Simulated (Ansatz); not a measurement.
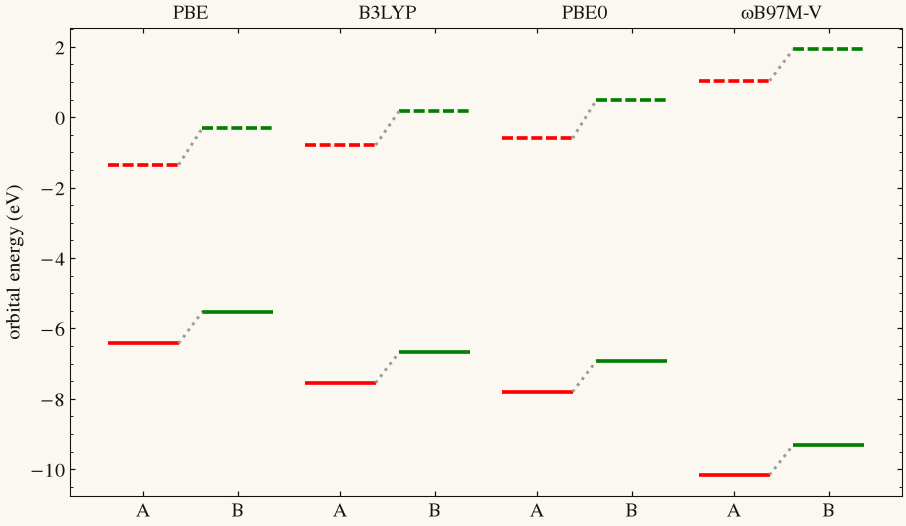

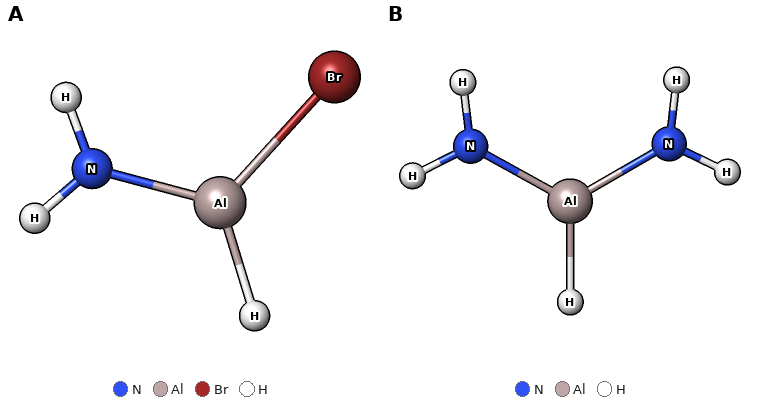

One change: A, AlNH₃Br (SMILES [NH2][AlH][Br]), becomes B, AlN₂H₅ (SMILES [NH2][AlH][NH2]). Br on Al is replaced by NH₂. HOMO (solid) and LUMO (dashed) computed in def2-TZVPP at PBE0-D4/def2-TZVP geometries, both minima by their frequencies, gas phase, the Ansatz code. Empty levels above zero depend strongly on the basis.

**What does the change do to HOMO and LUMO?**

PBE: the HOMO rises by 0.90 eV, the LUMO rises by 1.04 eV, and the separation goes from 5.08 to 5.22 eV. B3LYP: the HOMO rises by 0.87 eV, the LUMO rises by 0.97 eV, and the separation goes from 6.75 to 6.85 eV. PBE0: the HOMO rises by 0.87 eV, the LUMO rises by 1.08 eV, and the separation goes from 7.20 to 7.41 eV. ωB97M-V: the HOMO rises by 0.85 eV, the LUMO rises by 0.90 eV, and the separation goes from 11.19 to 11.24 eV.

**Do the functionals agree on the effect?**

They agree on the direction for both levels; the HOMO shift lies between 0.85 and 0.90 eV and the LUMO shift between 0.90 and 1.08 eV, while the separations themselves differ by up to 6.1 eV between functionals.
